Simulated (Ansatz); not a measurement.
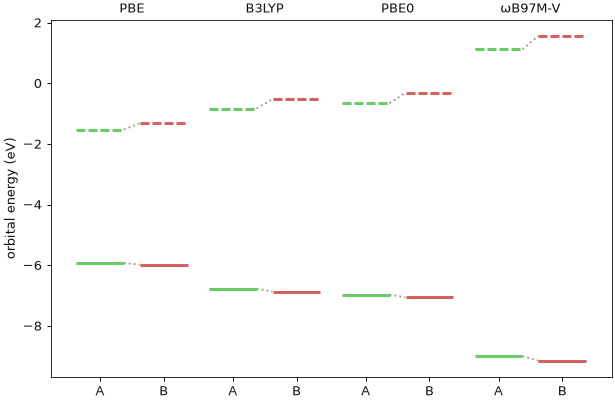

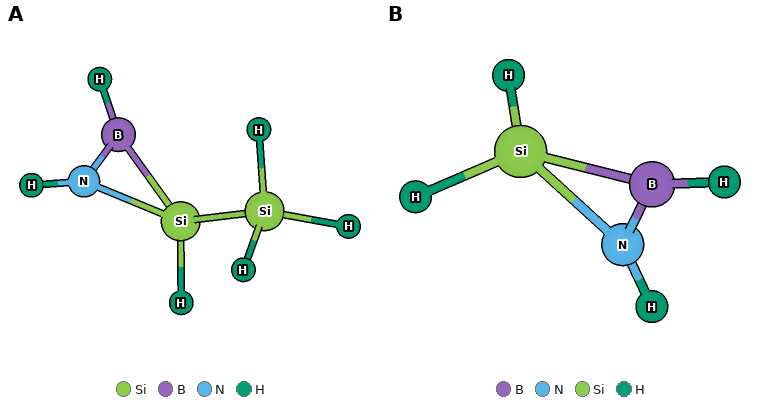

One change: A, BSi₂NH₆ (SMILES [SiH3][Si@@H]1BN1), becomes B, BSiNH₄ (SMILES B1N[SiH2]1). SiH₃ on Si is replaced by H. HOMO (solid) and LUMO (dashed) computed in def2-TZVPP at PBE0-D4/def2-TZVP geometries, both minima by their frequencies, gas phase, the Ansatz code 0.2.0. Empty levels above zero depend strongly on the basis.

Question: What does the change do to HOMO and LUMO?

Answer: PBE: the HOMO falls by 0.05 eV, the LUMO rises by 0.21 eV, and the separation goes from 4.40 to 4.66 eV. B3LYP: the HOMO falls by 0.10 eV, the LUMO rises by 0.31 eV, and the separation goes from 5.94 to 6.35 eV. PBE0: the HOMO falls by 0.09 eV, the LUMO rises by 0.34 eV, and the separation goes from 6.31 to 6.75 eV. ωB97M-V: the HOMO falls by 0.15 eV, the LUMO rises by 0.44 eV, and the separation goes from 10.12 to 10.71 eV.

Question: Do the functionals agree on the effect?

Answer: They agree on the direction for both levels; the HOMO shift lies between −0.15 and −0.05 eV and the LUMO shift between 0.21 and 0.44 eV, while the separations themselves differ by up to 6.1 eV between functionals.
